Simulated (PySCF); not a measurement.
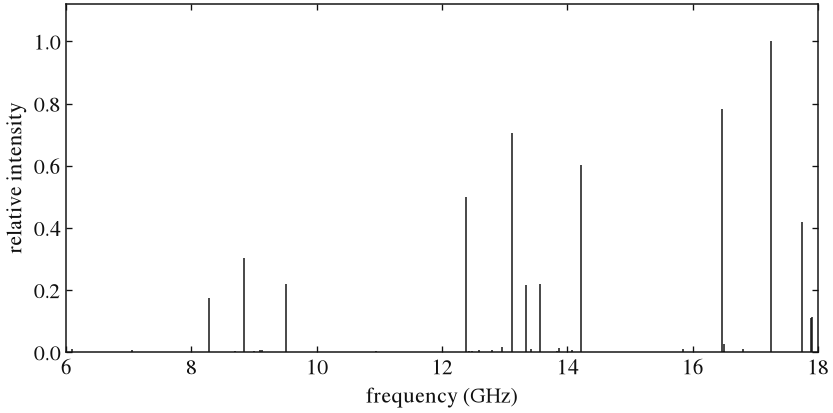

Simulated rotational absorption lines between 6 and 18 GHz at 1.5 K: rigid rotor with the equilibrium constants and dipole of one optimised conformer (PBE0-D3(BJ)/def2-SVP, PySCF), commonest isotopes; no centrifugal distortion, hyperfine structure, internal rotation or nuclear-spin weights; lines within 1 MHz of each other are summed.

Which molecule gives this spectrum?
A. CH₆GeNOP, SMILES O=C[NH][GeH2][PH2], singlet
B. C₂H₇AlFN, SMILES C[N](C)[AlH][F], singlet
C. CH₅GaO, SMILES C[O][GaH2], singlet

Answer. Option B. Rotational constants A, B, C = 7.202, 2.530, 1.918 GHz, |μa|, |μb|, |μc| = 1.92, 0.37, 0.01 D.

Caveats: coarse grid, loose stop and no frequency check, small forces are noise and the end may be a saddle.
